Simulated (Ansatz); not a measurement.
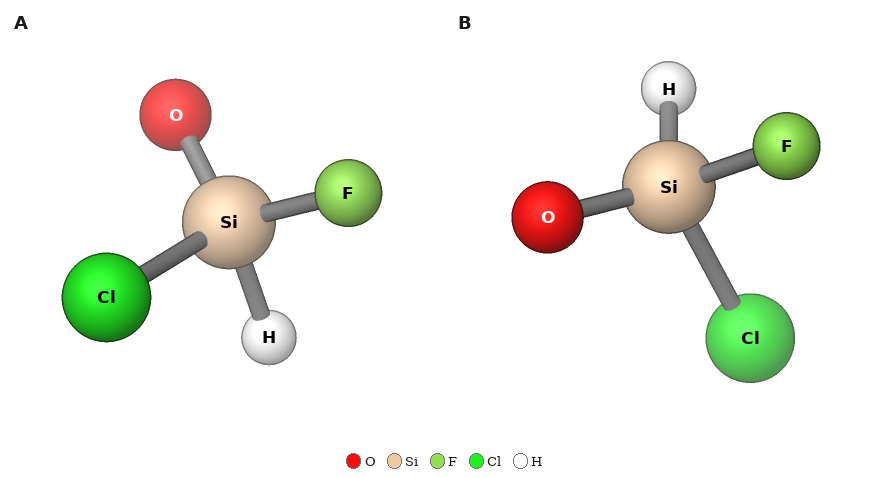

Distant atoms are faded towards the background colour. The species has charge −1 and is a spin singlet. The computed structure is the end point of a PBE0-D4/def2-TZVPD optimisation. No frequency run is at hand to confirm it as a minimum.

> How are A and B related: the same structure turned, mirror images, conformers, diastereomers or constitutional isomers?

They are the same structure, ClFHOSi (charge −1) ([O-][Si@@H](F)Cl), seen from two directions: a rotation takes one into the other. The geometry is chiral (C1), so its mirror image would differ.
